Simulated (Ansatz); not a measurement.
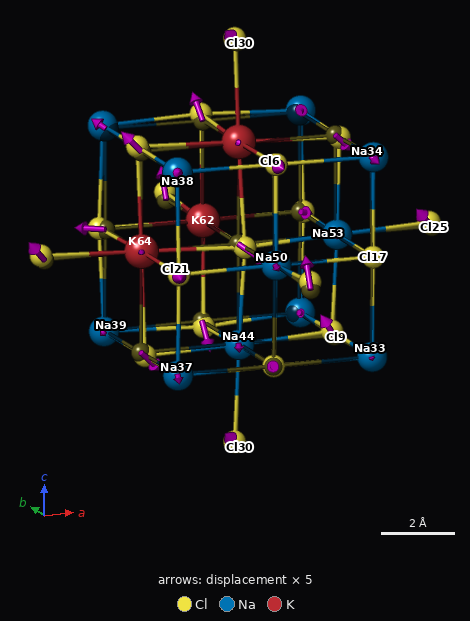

A relaxation of a crystal of Cl32Na26K6 (a generated structure, set up in P1). The starting structure is drawn faded, the final one solid; purple arrows show the displacements (the part carried along by the change of the cell is left out), magnified 5 times.

Style: ball-and-stick. Shown: the atoms within 5.8 Å of the atom that moves most (axes of the cell of the calculation (origin shifted)), slightly off an axis.

These are results of DFT, PBEsol, PAW, plane waves (Ansatz), not measurements. Set-up: plane-wave cutoff 420 eV; k-point mesh 1 × 1 × 1; mesh shifted by (0.25, 0.25, 0.25); no spin polarisation; cell relaxed at fixed shape; force threshold 0.03 eV/Å; at most 80 steps.

### Atoms of which element are displaced furthest, and by how much?

Chlorine: up to 0.23 Å, against 0.10 Å for sodium.

### What did the optimiser do to the structure, and how much energy did it gain?

After 4 geometry steps the energy has fallen by 18.5 meV per atom. The largest force component goes from 0.67 to 0.0048 eV/Å. Pressure: 0.56 GPa at the start and 0.01 GPa at the end. The largest moves relative to the cell, 0.23 Å, are those of Cl atoms. Largest moves by element: Cl 0.23 Å, Na 0.10 Å, K 0.05 Å. Cell: a = b = c 11.445 → 11.476 Å (+0.3 %). Volume +0.8 %. Among the contacts that change: Cl–K 2.834 → 3.017 Å, Cl–Na 2.905 → 2.749 Å, Cl–K 2.851 → 3.006 Å, Cl–K 2.834 → 2.987 Å. Among the angles between lasting bonds that change: Cl–Na–Cl 92.4° → 85.7°, Cl–Na–Cl 90.6° → 84.3°, Na–Cl–K 178.8° → 172.6°. The space group stays P1 (No. 1).
